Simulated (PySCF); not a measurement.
C₂H₈Si₂, SMILES [SiH3]/C=C\[SiH3], geometry in Å:

```xyz
12

Si     1.7253    -0.5221    -0.2663
C      0.6408     0.9601     0.1092
C     -0.6990     0.9611     0.2363
Si    -1.8725    -0.5043     0.0557
H      2.6750    -0.7622     0.8636
H      2.5300    -0.2755    -1.5021
H      0.8816    -1.7391    -0.4616
H      1.1648     1.9181     0.2458
H     -1.1808     1.9216     0.4722
H     -3.2695    -0.0016     0.2207
H     -1.6147    -1.5447     1.0984
H     -1.7520    -1.1438    -1.2898
```

Vertical TDDFT excitations, CAM-B3LYP/def2-SVPD, PySCF 2.14.0, at a PBE0-D3(BJ)/def2-SVP geometry (no frequency check), gas phase.

Question: Where does it absorb, and how strongly?

Answer: The lowest singlet lies at 5.83 eV (213 nm, f = 0.003); the brightest of the first 6 is S2 at 6.43 eV (193 nm), f = 0.369, mainly HOMO → LUMO (96 %). No singlet lies below 3.1 eV (beyond 400 nm), so at this level no vertical transition falls in the visible.


```tsv
state	E (eV)	λ (nm)	f	main character
S1	5.83	213	0.003	HOMO−1 → LUMO (96 %)
S2	6.43	193	0.369	HOMO → LUMO (96 %)
S3	7.23	171	0.004	HOMO → LUMO+1 (69 %)
S4	7.53	165	0.004	HOMO−4 → LUMO (33 %)
S5	7.78	159	0.001	HOMO−2 → LUMO (54 %)
S6	7.91	157	0.006	HOMO → LUMO+3 (37 %)
```

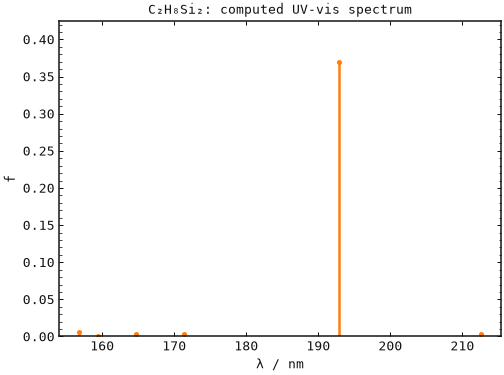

The lowest 6 singlet states are shown.

Note: core orbitals are frozen in the response.
